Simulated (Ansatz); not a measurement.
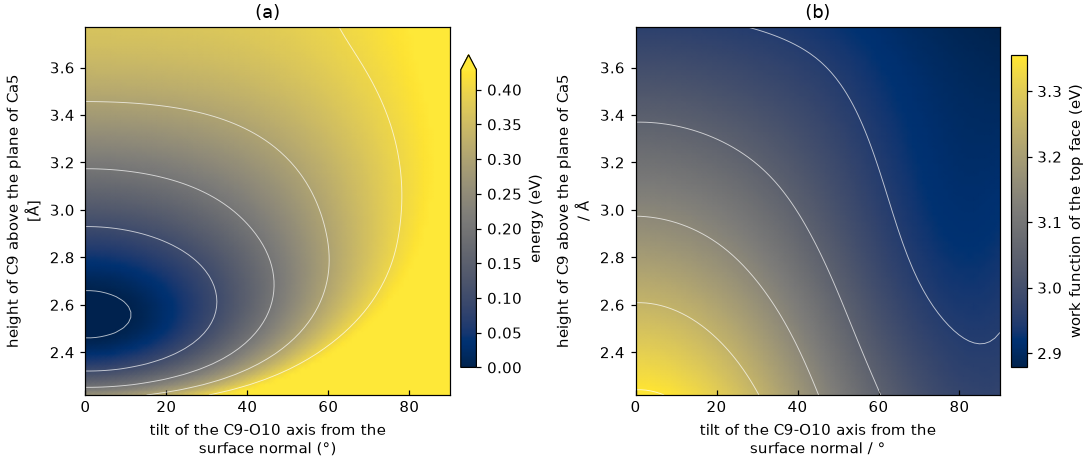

CO on a Ca(100) slab cut from the Fm-3m phase, its upper half relaxed before the scan (8 atoms of substrate and one adsorbate in a 2 × 2 cell). CO stands on one site of a rigid substrate while its tilt and height are varied at a fixed bond length; it sits over a top site over Ca5, heights counted from the top plane, tilted towards the diagonal of the 1 × 1 surface cell. The first coordinate is: tilt of the C9-O10 axis from the surface normal; the second: height of C9 above the plane of Ca5. Grid: 7 × 6 points. Points are written as (first, second). All energies are given in eV relative to the lowest grid point. All numbers below come from Ansatz, DFT PBE, scalar-relativistic, plane waves, PAW. Settings: cutoff 420 eV, k-mesh 4×4×1, gaussian smearing 0.1 eV, no spin polarisation.

Panel (a) is the energy and panel (b) the computed work function of the top face on the same grid.

The picture shows a smooth colour map with a few white contour lines, one colour for all values above the top of the scale. Between grid points the surface is interpolated.

Q: How does the work function of the top face vary over the map, and what is it at the lowest grid point?

A: Leaving out the highest fifth of the energies, it runs from 2.89 eV at (75°, 3.77 Å) to 3.36 eV at (0°, 2.22 Å). At the lowest grid point, (0°, 2.66 Å), it is 3.24 eV. That point lies on the edge of the scan.

| second ↓, first → | 0 | 15 | 30 | 45 | 60 | 75 | 90 |
| --- | --- | --- | --- | --- | --- | --- | --- |
| 3.77 | 2.96 | 2.96 | 2.95 | 2.93 | 2.91 | 2.89 | 2.88 |
| 3.27 | 3.07 | 3.06 | 3.04 | 2.99 | 2.94 | 2.91 | 2.91 |
| 2.92 | 3.16 | 3.15 | 3.10 | 3.04 | 2.97 | 2.92 | 2.92 |
| 2.66 | 3.24 | 3.22 | 3.16 | 3.08 | 2.99 | 2.94 | 2.94 |
| 2.44 | 3.30 | 3.27 | 3.21 | 3.11 | 3.02 | 2.96 | 2.95 |
| 2.22 | 3.36 | 3.33 | 3.25 | 3.15 | 3.05 | 2.99 | 2.97 |
